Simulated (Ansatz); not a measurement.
# AlH₄OSSi radical: basis-set convergence

Aim: see how fast density functionals converge with the basis set for AlH₄OSSi radical.

Computed with Ansatz 0.2.0, Gaussian basis. Level: one geometry, several basis sets.

Levels to be run: PBE0-D4/def2-SVP; ωB97M-V/def2-SVP; PBE0-D4/def2-QZVPP; ωB97M-V/def2-QZVPP; the functionals' def2-TZVPP values are taken from earlier runs.

## Step 1: The relaxed structure

All runs share one geometry, relaxed beforehand with PBE0-D4 in a triple-zeta def2 set.

SMILES `[SiH3][O][Al][SH]`, 8 atoms, charge 0, spin multiplicity 2.

Atoms are counted from 1 here; the program's logs count them from 0.

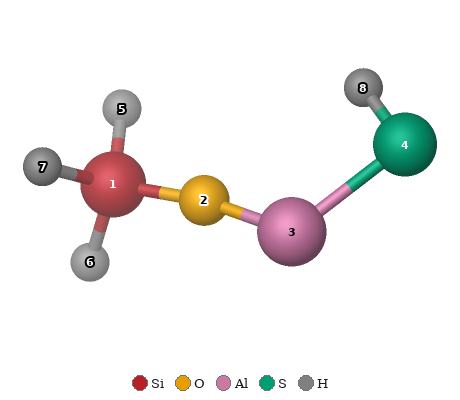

The geometry (silicon red, oxygen amber, aluminium pink, sulfur teal, hydrogen grey); atoms are numbered from 1 in the order of the file.

## Step 2: PBE0-D4 in def2-SVP

in.yaml reads:

```yaml
crystal:
  periodic: [false, false, false]
  atoms:
    - {symbol: Si, position_ang: [-0.153946, 1.473680, -0.237310]}
    - {symbol: O, position_ang: [0.275787, 0.039944, 0.401535]}
    - {symbol: Al, position_ang: [0.821706, -1.305488, 1.256700]}
    - {symbol: S, position_ang: [0.335731, -3.293974, 0.439778]}
    - {symbol: H, position_ang: [-1.124034, 1.260980, -1.343885]}
    - {symbol: H, position_ang: [-0.788220, 2.330842, 0.799103]}
    - {symbol: H, position_ang: [1.042925, 2.173299, -0.774518]}
    - {symbol: H, position_ang: [-0.317650, -2.736281, -0.597203]}
basis:
  gaussian: {orbitals: def2-SVP}
magnetization: {spin_polarized: true, initial_magnetization: 1}
hamiltonian: {xc: pbe0, dispersion: d4}
output: {orbitals: {seedname: orbitals}}
```

Launch:

```bash
$ ansatz run in.yaml --threads 4 --pin off --events-out ev --progress --plain --max-ram 10444MiB
```

Log:

```text
Functional definition: PBE0
  name "PBE0"
  cite "Adamo & Barone, J. Chem. Phys. 110, 6158 (1999) doi:10.1063/1.478522"
  cite "Perdew, Burke & Ernzerhof, Phys. Rev. Lett. 77, 3865 (1996) doi:10.1103/PhysRevLett.77.3865"
  parent pbe
  parameter a = 0.25
  parameter kappa = 0.804
  parameter beta = 0.06672455060314922
  exchange = (1 - a)*pbe_x(kappa = kappa, mu = beta*pi^2/3) + a*exact_x
  correlation = pbe_c(beta = beta)
816 factors; integrals over basis functions are off by at most 1.1e-3 eV
mean field evaluation 1: about -27397.1025 eV, gradient 3.7e1 eV
mean field evaluation 2: about -27376.1233 eV, gradient 7.9e1 eV
mean field evaluation 4: about -27402.3182 eV, gradient 3.8e0 eV
mean field evaluation 8: about -27402.4667 eV, gradient 1.6e-1 eV
mean field evaluation 16: about -27402.4669 eV, gradient 6.7e-5 eV
mean field -27402.46694428 eV, -1007.0220861430 hartree, gradient 6.9e-5 eV, S^2 0.752109; 0 other end points of the search recorded, 0 dependent functions left out
reference -27402.46697438 eV, -1007.0220872493 hartree; 28, 27 occupied and 60, 61 virtual orbitals, 816 factors
Total energy: -27402.63221409 eV, -1007.0281596966 hartree
```

It took 1.1 s on 4 threads of Intel Xeon Platinum 8488C, shared host.

## Step 3: ωB97M-V in def2-SVP

in.yaml: that of step 2 with these lines changed.

```diff
@@ -14,3 +14,3 @@
 magnetization: {spin_polarized: true, initial_magnetization: 1}
-hamiltonian: {xc: pbe0, dispersion: d4}
+hamiltonian: {xc: {name: wB97M-V}}
 output: {orbitals: {seedname: orbitals}}
```

Launched as before.

Log (excerpt; [...] marks lines left out):

```text
Functional definition: wB97M-V
  name "wB97M-V"
  cite "Mardirossian & Head-Gordon, J. Chem. Phys. 144, 214110 (2016) doi:10.1063/1.4952647"
  cite "Becke, J. Chem. Phys. 107, 8554 (1997) doi:10.1063/1.475007"
  cite "Vydrov & Van Voorhis, J. Chem. Phys. 133, 244103 (2010) doi:10.1063/1.3521275"
  # Of w^i u^j: cxij and so on, Table III.
[...]
  gx(w, u) = 1 - cx + cx01*u + cx10*w
  gss(w, u) = css00 + css04*u^4 + css10*w + css20*w^2 + css43*w^4*u^3
  gos(w, u) = cos00 + cos10*w + (cos20 + cos21*u)*w^2 + (cos60 + cos61*u)*w^6
[...]
      + integral(e_c_pw_mod_opposite_spin*gos(b97_w_opposite, b97_u_opposite)) + vv10(b, c)
816 factors; integrals over basis functions are off by at most 1.1e-3 eV
290 factors; integrals over basis functions are off by at most 1.0e-5 eV
[...]
mean field -27412.51290078 eV, -1007.3912682349 hartree, gradient 8.2e-5 eV, S^2 0.751254; 0 other end points of the search recorded, 0 dependent functions left out
reference -27412.51294638 eV, -1007.3912699109 hartree; 28, 27 occupied and 60, 61 virtual orbitals, 816 factors
Total energy: -27412.51294638 eV, -1007.3912699109 hartree
```

Wall time 3.6 s (4 threads of Intel Xeon Platinum 8488C, shared host).

## Step 4: PBE0-D4 in def2-QZVPP

in.yaml: that of step 3 with these lines changed.

```diff
@@ -12,5 +12,5 @@
 basis:
-  gaussian: {orbitals: def2-SVP}
+  gaussian: {orbitals: "def2-QZVPP.json"}
 magnetization: {spin_polarized: true, initial_magnetization: 1}
-hamiltonian: {xc: {name: wB97M-V}}
+hamiltonian: {xc: pbe0, dispersion: d4}
 output: {orbitals: {seedname: orbitals}}
```

Launched as before.

Log:

```text
Functional definition: PBE0
  name "PBE0"
  cite "Adamo & Barone, J. Chem. Phys. 110, 6158 (1999) doi:10.1063/1.478522"
  cite "Perdew, Burke & Ernzerhof, Phys. Rev. Lett. 77, 3865 (1996) doi:10.1103/PhysRevLett.77.3865"
  parent pbe
  parameter a = 0.25
  parameter kappa = 0.804
  parameter beta = 0.06672455060314922
  exchange = (1 - a)*pbe_x(kappa = kappa, mu = beta*pi^2/3) + a*exact_x
  correlation = pbe_c(beta = beta)
1588 factors; their error is unknown
mean field evaluation 1: about -27407.9131 eV, gradient 4.5e1 eV
mean field evaluation 2: about -27374.3481 eV, gradient 9.7e1 eV
mean field evaluation 4: about -27414.8454 eV, gradient 5.9e0 eV
mean field evaluation 8: about -27415.0278 eV, gradient 1.7e-1 eV
mean field evaluation 16: about -27415.0279 eV, gradient 5.1e-5 eV
mean field -27415.02786275 eV, -1007.4836913828 hartree, gradient 5.1e-5 eV, S^2 0.752347; 0 other end points of the search recorded, 0 dependent functions left out
reference -27415.02790474 eV, -1007.4836929258 hartree; 28, 27 occupied and 359, 360 virtual orbitals, 1588 factors
Total energy: -27415.19314445 eV, -1007.4897653731 hartree
```

Wall time 9.5 s (4 threads of Intel Xeon Platinum 8488C, shared host); peak memory 1.7 GiB.

## Step 5: ωB97M-V in def2-QZVPP

in.yaml: that of step 4 with these lines changed.

```diff
@@ -14,3 +14,3 @@
 magnetization: {spin_polarized: true, initial_magnetization: 1}
-hamiltonian: {xc: pbe0, dispersion: d4}
+hamiltonian: {xc: {name: wB97M-V}}
 output: {orbitals: {seedname: orbitals}}
```

Same command.

Log (excerpt; [...] marks lines left out):

```text
Functional definition: wB97M-V
  name "wB97M-V"
  cite "Mardirossian & Head-Gordon, J. Chem. Phys. 144, 214110 (2016) doi:10.1063/1.4952647"
  cite "Becke, J. Chem. Phys. 107, 8554 (1997) doi:10.1063/1.475007"
  cite "Vydrov & Van Voorhis, J. Chem. Phys. 133, 244103 (2010) doi:10.1063/1.3521275"
  # Of w^i u^j: cxij and so on, Table III.
[...]
  gx(w, u) = 1 - cx + cx01*u + cx10*w
  gss(w, u) = css00 + css04*u^4 + css10*w + css20*w^2 + css43*w^4*u^3
  gos(w, u) = cos00 + cos10*w + (cos20 + cos21*u)*w^2 + (cos60 + cos61*u)*w^6
[...]
      + integral(e_c_pw_mod_opposite_spin*gos(b97_w_opposite, b97_u_opposite)) + vv10(b, c)
1497 factors; their error is unknown
350 factors; integrals over basis functions are off by at most 1.5e-5 eV
[...]
mean field -27425.05732476 eV, -1007.8522673133 hartree, gradient 3.4e-5 eV, S^2 0.751475; 0 other end points of the search recorded, 0 dependent functions left out
reference -27425.05738899 eV, -1007.8522696737 hartree; 28, 27 occupied and 359, 360 virtual orbitals, 1497 factors
Total energy: -27425.05738899 eV, -1007.8522696737 hartree
```

It took 17 s on 4 threads of Intel Xeon Platinum 8488C, shared host; peak memory 2.2 GiB.

## Step 6: Density functionals: the series

The def2-TZVPP values come from earlier runs at the same geometry.

| functional | basis | functions | energy (eV) | from the largest (eV) | HOMO (eV) | LUMO (eV) |
| --- | --- | --- | --- | --- | --- | --- |
| PBE0-D4 | def2-SVP | 88 | -27402.6322 | 12.561 | -6.06 | -2.72 |
| PBE0-D4 | def2-TZVPP | 213 | -27414.2525 | 0.941 | -6.13 | -2.76 |
| PBE0-D4 | def2-QZVPP | 387 | -27415.1931 | 0.000 | -6.15 | -2.79 |
| ωB97M-V | def2-SVP | 88 | -27412.5129 | 12.544 | -7.68 | -1.31 |
| ωB97M-V | def2-TZVPP | 213 | -27424.1618 | 0.896 | -7.77 | -1.33 |
| ωB97M-V | def2-QZVPP | 387 | -27425.0574 | 0.000 | -7.83 | -1.42 |

## Step 7: Outcome

```
                                       quantity           value
PBE0-D4: double and triple zeta above quadruple  12.56, 0.94 eV
ωB97M-V: double and triple zeta above quadruple  12.54, 0.90 eV
```

**Reading.** For PBE0-D4 the step from double to triple zeta gains 11.62 eV and the next only 0.94 eV. Total energies overstate the basis error of differences, where much of it tends to cancel.

For PBE0-D4 the largest set took about 9 times as long as the smallest (9.5 s against 1.1 s).
